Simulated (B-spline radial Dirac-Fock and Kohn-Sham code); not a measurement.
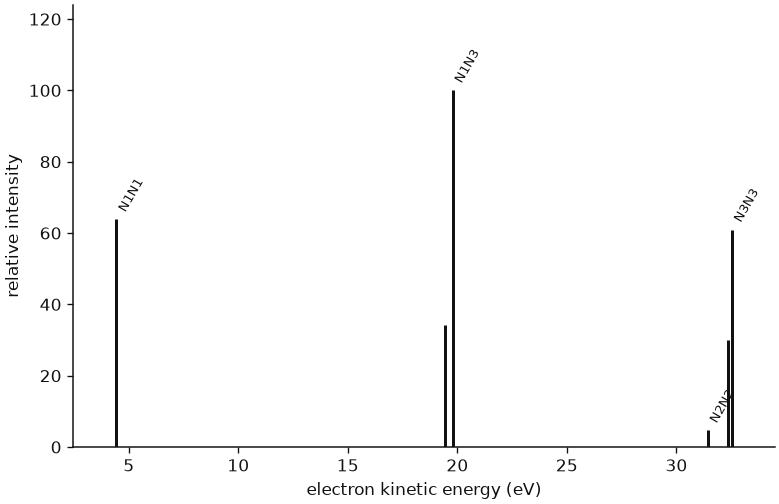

**Figure.** Auger groups that fill an M5 (3d5/2) hole, as sticks. Kinetic energies count from the vacuum level; very weak lines are left out. Species: Se²⁻ in the configuration [Kr], inside a Watson sphere of charge +2 and radius 1.683 Å that stands in for a crystal. Method: independent-particle Coulomb rates on relativistic LDA orbitals, configuration-average energies from Dirac–Fock (computed with a radial B-spline solver).

Describe what the figure shows.

The strongest group is M5-N1N3 at 19.78 eV (34 % of the non-radiative width), followed by M5-N1N1 at 4.438 eV (22 %), M5-N3N3 at 32.53 eV (21 %), M5-N1N2 at 19.42 eV (12 %). The lines shown span 4.438 eV to 32.53 eV.
